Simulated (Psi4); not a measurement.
**SVWN5/aug-cc-pVDZ run of CF4 (SMILES FC(F)(F)F)**

Aim: the energy change on altering one bond length of CF4 at SVWN5/aug-cc-pVDZ, from 2 runs. 

Program for the calculation: Psi4 1.11.

5 further runs of the same task are left out: 4 that didn't finish, 1 set aside as unsound or not needed.

## Step 1: Starting point

CF4 has 5 atoms, charge 0, and is taken as a singlet. As SMILES, `FC(F)(F)F`. The shape is that of a PBE0-D4/def2-TZVP optimisation.

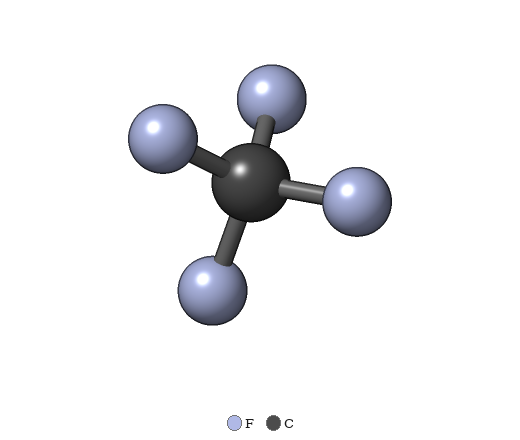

Viewed from a chosen angle; fluorine light blue, carbon dark grey.

## Step 2: Energy and forces at SVWN5/aug-cc-pVDZ

The input, cf4.py:

```python
import psi4

psi4.set_memory('1600 MB')
psi4.set_num_threads(1)
psi4.core.set_output_file('psi4.out', False)

molecule = psi4.geometry("""
0 1
F     -1.60645618     0.04781007     1.86988400
C      0.01889726    -0.02777897    -0.01568473
F      2.18735799    -0.94731971     0.79387394
F     -0.87683292    -1.48532473    -1.82585338
F      0.37152016     2.27334053    -0.90083244
units bohr
symmetry c1
no_reorient
no_com
""")

psi4.set_options({
    'basis': 'aug-cc-pVDZ',
    'puream': True,
    'e_convergence': 1e-09,
    'd_convergence': 1e-08,
    'scf_type': 'pk',
    'dft_radial_points': 99,
    'dft_spherical_points': 590,
})

e, wfn = psi4.gradient('scf', dft_functional={"name": "SVWN5", "x_functionals": {"LDA_X": {}}, "c_functionals": {"LDA_C_VWN": {}}}, return_wfn=True)
psi4.oeprop(wfn, 'DIPOLE', 'MULLIKEN_CHARGES', 'LOWDIN_CHARGES')
print('gradient / Eh bohr^-1')
print(e.np.round(6))
print(f'energy = {wfn.energy():.10f} Eh')
for k, v in sorted(psi4.core.scalar_variables().items()):
    print(f'{k:45s} {v:18.10f}')
```

Launch:

```bash
python cf4.py
```

psi4.out:

```text
[...]
  Running in c1 symmetry.
[...]
  Nuclear repulsion =  206.220055342122350
[...]
  Multiplicity = 1
[...]
  Nalpha       = 21
  Nbeta        = 21
[...]
    Number of basis functions: 115
[...]
   @RKS iter   1:  -434.62715571321604    4.27847e-02   4.29419e-03 ADIIS/DIIS
[...]
   @RKS iter   9:  -434.69998319592600   -1.06297e-11   4.39050e-10 DIIS
[...]
  @RKS Final Energy:  -434.69998319592600
   => Energetics <=
    Nuclear Repulsion Energy =            206.2200553421223503
    One-Electron Energy =               -1016.5511462669487628
    Two-Electron Energy =                 419.9608133253933033
    DFT Exchange-Correlation Energy =     -44.3297055964928788
    Empirical Dispersion Energy =           0.0000000000000000
    VV10 Nonlocal Energy =                  0.0000000000000000
    Total Energy =                       -434.6999831959259950
[...]
  -Total Gradient:
     Atom            X                  Y                   Z
    ------   -----------------  -----------------  -----------------
       1        0.006509829937    -0.000310084440    -0.007545496685
       2       -0.000002633096     0.000042775282     0.000030989067
       3       -0.008684947552     0.003679437194    -0.003234382208
       4        0.003576699326     0.005822266493     0.007219820193
       5       -0.001401587395    -0.009206925698     0.003524651804
[...]
 Multipole Moments:
 ------------------------------------------------------------------------------------
     Multipole            Electronic (a.u.)      Nuclear  (a.u.)        Total (a.u.)
 ------------------------------------------------------------------------------------
 L = 1.  Multiply by 2.5417464519 to convert [e a0] to [Debye]
 Dipole X            :         -0.7936924            0.7936850           -0.0000074
 Dipole Y            :          1.1702751           -1.1701184            0.0001567
 Dipole Z            :          0.6605656           -0.6604593            0.0001063
 Magnitude           :                                                    0.0001895
[...]
  Mulliken Charges: (a.u.)
   Center  Symbol    Alpha    Beta     Spin     Total
       1     F     4.63319  4.63319  0.00000 -0.26638
       2     C     2.46718  2.46718  0.00000  1.06564
       3     F     4.63321  4.63321  0.00000 -0.26642
       4     F     4.63323  4.63323  0.00000 -0.26646
       5     F     4.63320  4.63320  0.00000 -0.26639
   Total alpha = 21.00000, Total beta = 21.00000, Total charge = -0.00000
  Lowdin Charges: (a.u.)
   Center  Symbol    Alpha    Beta     Spin     Total
       1     F     4.40981  4.40981  0.00000  0.18038
[...]
```

On the terminal:

```text
gradient / Eh bohr^-1
[[ 6.510e-03 -3.100e-04 -7.545e-03]
 [-3.000e-06  4.300e-05  3.100e-05]
 [-8.685e-03  3.679e-03 -3.234e-03]
 [ 3.577e-03  5.822e-03  7.220e-03]
 [-1.402e-03 -9.207e-03  3.525e-03]]
energy = -434.6999831959 Eh
CURRENT ENERGY                                   -434.6999831959
CURRENT REFERENCE ENERGY                         -434.6999831959
DD SOLVATION ENERGY                                 0.0000000000
DFT FUNCTIONAL TOTAL ENERGY                      -434.6999831959
DFT TOTAL ENERGY                                 -434.6999831959
DFT VV10 ENERGY                                     0.0000000000
DFT XC ENERGY                                     -44.3297055965
GRID ELECTRONS ALPHA                               20.9999999969
GRID ELECTRONS BETA                                20.9999999969
GRID ELECTRONS TOTAL                               41.9999999937
NUCLEAR REPULSION ENERGY                          206.2200553421
ONE-ELECTRON ENERGY                             -1016.5511462669
PCM POLARIZATION ENERGY                             0.0000000000
PE ENERGY                                           0.0000000000
SCF ITERATION ENERGY                             -434.6999831959
SCF ITERATIONS                                      9.0000000000
SCF TOTAL ENERGY                                 -434.6999831959
TWO-ELECTRON ENERGY                               419.9608133254
XC GRID RADIAL POINTS                              99.0000000000
XC GRID SPHERICAL POINTS                          590.0000000000
XC GRID TOTAL POINTS                           284479.0000000000
```

Wall time 17 s (1 thread of Intel Xeon 6975P-C (Granite Rapids), shared host); peak memory 0.68 GiB.

## Step 3: The distorted shape: the energy at SVWN5/aug-cc-pVDZ

The input, run.py:

```python
import psi4

psi4.set_memory('1600 MB')
psi4.set_num_threads(1)
psi4.core.set_output_file('output.dat', False)

molecule = psi4.geometry("""
0 1
F     -1.33774657     0.48505868     2.41291570
C      0.28760687     0.40946964     0.52734697
F      2.45606760    -0.51007110     1.33690564
F     -0.87683292    -1.48532473    -1.82585338
F      0.64022976     2.71058914    -0.35780074
units au
symmetry c1
""")

psi4.set_options({
    'basis': 'aug-cc-pVDZ',
    'reference': 'rks',
    'puream': True,
    'e_convergence': 1e-09,
    'd_convergence': 1e-08,
    'scf_type': 'pk',
    'dft_radial_points': 99,
    'dft_spherical_points': 590,
})

e, wfn = psi4.energy('scf', dft_functional={"name": "SVWN5", "x_functionals": {"LDA_X": {}}, "c_functionals": {"LDA_C_VWN": {}}}, return_wfn=True)
psi4.oeprop(wfn, 'WIBERG_LOWDIN_INDICES', 'MAYER_INDICES', 'DIPOLE')
print(f'scf energy: {e:.10f} Eh')
for k, v in sorted(psi4.core.scalar_variables().items()):
    print(f'{k:45s} {v:18.10f}')
```

Launch:

```bash
python run.py
```

output.dat:

```text
[...]
  Running in c1 symmetry.
[...]
  Nuclear repulsion =  193.204252162898598
[...]
  Multiplicity = 1
[...]
  Nalpha       = 21
  Nbeta        = 21
[...]
    Number of basis functions: 115
[...]
   @RKS iter   1:  -434.56944265751105   -2.26362e-01   4.30071e-03 ADIIS/DIIS
[...]
   @RKS iter  11:  -434.64710654763826   -5.40012e-12   2.58337e-09 DIIS
[...]
    Orbital Energies [Eh]
    ---------------------
    Doubly Occupied:
       1A    -24.214192     2A    -24.214183     3A    -24.214170
       4A    -24.123288     5A    -10.137197     6A     -1.289654
       7A     -1.196562     8A     -1.196542     9A     -1.049344
      10A     -0.696199    11A     -0.612007    12A     -0.611999
      13A     -0.573800    14A     -0.477120    15A     -0.477116
      16A     -0.442143    17A     -0.442133    18A     -0.415550
      19A     -0.413980    20A     -0.349399    21A     -0.349399
[...]
  @RKS Final Energy:  -434.64710654763826
   => Energetics <=
    Nuclear Repulsion Energy =            193.2042521628985980
    One-Electron Energy =                -990.6254675001978285
    Two-Electron Energy =                 406.9146626737082784
    DFT Exchange-Correlation Energy =     -44.1405538840472929
    Empirical Dispersion Energy =           0.0000000000000000
    VV10 Nonlocal Energy =                  0.0000000000000000
    Total Energy =                       -434.6471065476382591
[...]
 Multipole Moments:
 ------------------------------------------------------------------------------------
     Multipole            Electronic (a.u.)      Nuclear  (a.u.)        Total (a.u.)
 ------------------------------------------------------------------------------------
 L = 1.  Multiply by 2.5417464519 to convert [e a0] to [Debye]
 Dipole X            :          0.2277341            0.0182932            0.2460273
 Dipole Y            :          0.3706978            0.0297927            0.4004905
 Dipole Z            :          0.4603283            0.0369813            0.4973096
 Magnitude           :                                                    0.6842798
[...]
```

The script printed:

```text
scf energy: -434.6471065476 Eh
CURRENT ENERGY                                   -434.6471065476
CURRENT REFERENCE ENERGY                         -434.6471065476
DD SOLVATION ENERGY                                 0.0000000000
DFT FUNCTIONAL TOTAL ENERGY                      -434.6471065476
DFT TOTAL ENERGY                                 -434.6471065476
DFT VV10 ENERGY                                     0.0000000000
DFT XC ENERGY                                     -44.1405538840
GRID ELECTRONS ALPHA                               20.9999999188
GRID ELECTRONS BETA                                20.9999999188
GRID ELECTRONS TOTAL                               41.9999998376
NUCLEAR REPULSION ENERGY                          193.2042521629
ONE-ELECTRON ENERGY                              -990.6254675002
PCM POLARIZATION ENERGY                             0.0000000000
PE ENERGY                                           0.0000000000
SCF ITERATION ENERGY                             -434.6471065476
SCF ITERATIONS                                     11.0000000000
SCF TOTAL ENERGY                                 -434.6471065476
TWO-ELECTRON ENERGY                               406.9146626737
XC GRID RADIAL POINTS                              99.0000000000
XC GRID SPHERICAL POINTS                          590.0000000000
XC GRID TOTAL POINTS                           284526.0000000000
```

It took 9 s on 1 thread of Intel Xeon 6975P-C (Granite Rapids), shared host; peak memory 0.67 GiB.

## Step 4: Results

At SVWN5/aug-cc-pVDZ:

```
                                                         quantity          value
                                        first shape: total energy  -434.69998 Eh
                                       first shape: dipole moment         0.00 D
                                         first shape: HOMO energy      -10.62 eV
                                         first shape: LUMO energy       -0.04 eV
                                       first shape: HOMO–LUMO gap       10.58 eV
                            first shape: largest force on an atom     0.513 eV/Å
                                    distorted shape: total energy  -434.64711 Eh
                                   distorted shape: dipole moment         1.74 D
                                     distorted shape: HOMO energy       -9.51 eV
                                     distorted shape: LUMO energy       -3.44 eV
                                   distorted shape: HOMO–LUMO gap        6.06 eV
energy change with the C2–F4 bond stretched from 1.318 to 1.713 Å       1.439 eV
```

In words: With the C2–F4 bond stretched from 1.318 to 1.713 Å the energy rises by 1.44 eV (139 kJ/mol). The first shape isn't relaxed at this level, so the change isn't measured from a minimum. The largest force (first shape) is 0.51 eV/Å: the shape isn't a stationary point for this species at this level.
